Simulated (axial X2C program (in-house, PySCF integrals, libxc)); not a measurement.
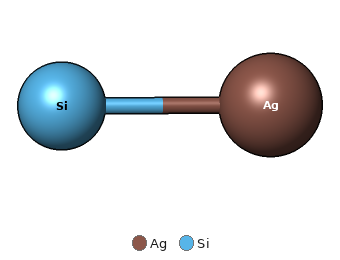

**Figure 1.** The molecule at the reference distance of 2.387 Å.

# Run report: AgSi⁺, relativistic diatomic calculation

AgSi⁺, single determinant with M_S = 1 and |Λ| = 1 (not the lowest found). Computed at this level: PBE0, spin-free X2C-1e, Ag dyall-cv3z, Si dyall-v3z (cores contracted) (axial X2C program (in-house, PySCF integrals, libxc)).

### Output
```
spin-free X2C-1e  PBE0
basis functions 196  fitting functions 958  grid points 5081
iter        total energy     max residual
   1      -5602.469405871     1.88e+01
   2      -5603.554433469     1.38e+01
   3      -5604.536924954     5.98e+00
   4      -5604.733295393     1.17e+00
   5      -5604.757858373     6.25e-01
   6      -5604.776383142     1.95e-01
   7      -5604.779755884     2.40e-01
   8      -5604.781259722     9.07e-02
   9      -5604.781732332     5.94e-02
  10      -5604.781899531     1.53e-02
  11      -5604.781920366     6.42e-03
  12      -5604.781924391     1.04e-03
  13      -5604.781924939     1.15e-03
  14      -5604.781925042     5.18e-04
  15      -5604.781925061     9.49e-05
  16      -5604.781925063     4.31e-05
  17      -5604.781925063     1.26e-05
converged
one-electron -8007.31219121  Coulomb 2427.60330050  exact exchange -42.06592810  xc functional -128.88000310  nuclear repulsion 145.87289685
```

### The points of the curve

```
R (Å)   E (hartree)  dipole (D; origin at the first atom, positive when the second is positive)  highest filled (eV)  lowest empty (eV)
2.077  −5604.760051                                                                        3.37               −11.43              −9.66
2.172  −5604.771624                                                                        3.63               −11.40              −9.64
2.244  −5604.776941                                                                        3.83               −11.38              −9.62
2.315  −5604.780196                                                                        4.02               −11.36              −9.60
2.387  −5604.781925                                                                        4.21               −11.33              −9.56
2.470  −5604.782555                                                                        4.43               −11.29              −9.52
2.554  −5604.782151                                                                        4.64               −11.25              −9.47
2.662  −5604.780644                                                                        4.90               −11.20              −9.39
2.793  −5604.777939                                                                        5.19               −11.13              −9.29
```

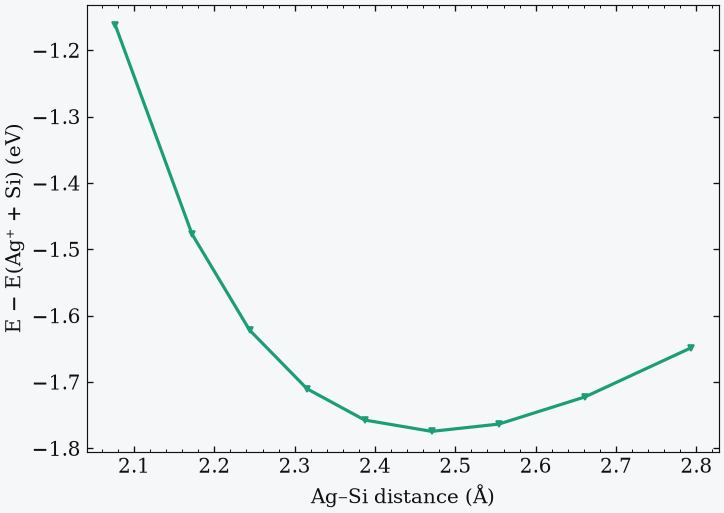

**Figure 2.** Energy at 9 bond lengths, for one set of occupations held fixed; the line joins the points. A polynomial of degree 6 through 8 points gives rₑ = 2.474 Å, ωₑ = 219.4 cm⁻¹, ωₑxₑ = 1.6 cm⁻¹ and Bₑ = 0.1242 cm⁻¹. The minimum lies 1.77 eV below Ag⁺ + Si, each computed as one determinant at the same level.

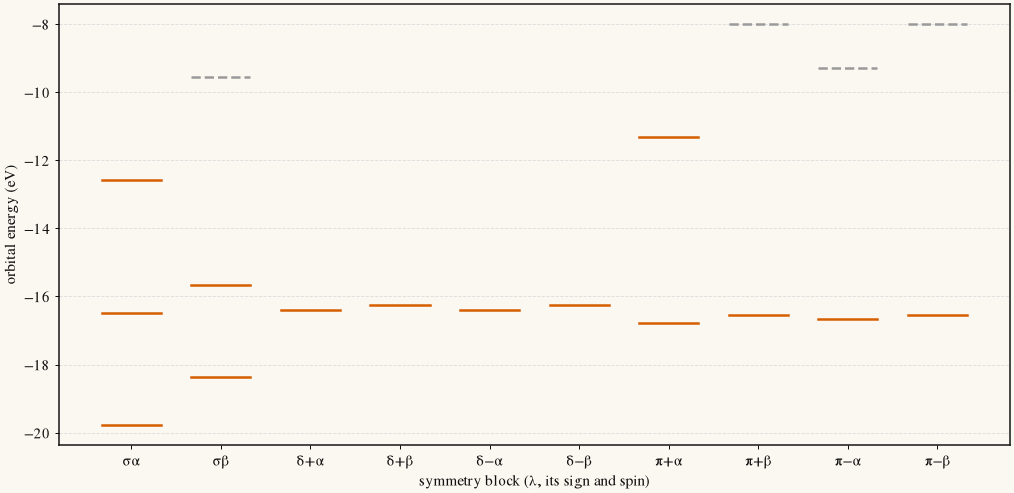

**Figure 3.** Orbital energies near the frontier at 2.39 Å, filled (solid) and empty (dashed); a label such as π−α means λ = −1 and α spin. The highest filled orbital (π+α; 85 % Si p, 7 % Ag p) lies at −11.33 eV, the lowest empty one (σβ; 50 % Si p, 40 % Ag s) at −9.56 eV.

### The input
```
{"zs": [47, 14], "q": 1, "bas": ["dyall-cv3z", "dyall-v3z"], "levels": ["PBE0", "HF", "BP86"], "cc": true, "r0": 2.44, "thr": -2.0, "nmax": 90, "npts": 10, "nst": 2, "ntry": 6}
```

The line is the task of a batch: nuclear charges, charge, bases, the levels to run, a first guess of the distance and further settings. This report covers PBE0 without spin-orbit coupling. The log is that of the reference distance 2.387 Å.

The run was one of a batch that the task file lists, launched with:
```bash
python <driver script> task.json out
```

### Results in brief

| quantity | value |
| --- | --- |
| outcome | converged |
| bond length rₑ | 2.474 Å |
| ωₑ | 219.4 cm⁻¹ |
| energy at the minimum | −5604.78256 hartree |
| depth below the fragments | 1.77 eV |
| largest ⟨S²⟩ along the curve | 2.01 |
| hardware | 1 thread of AMD EPYC (Zen 5), 16 GiB of memory available, shared host |
| wall time | 6.8 s |
| peak memory | 0.89 GiB |

### Remarks

Limits: 9 of the 10 points asked for were kept.
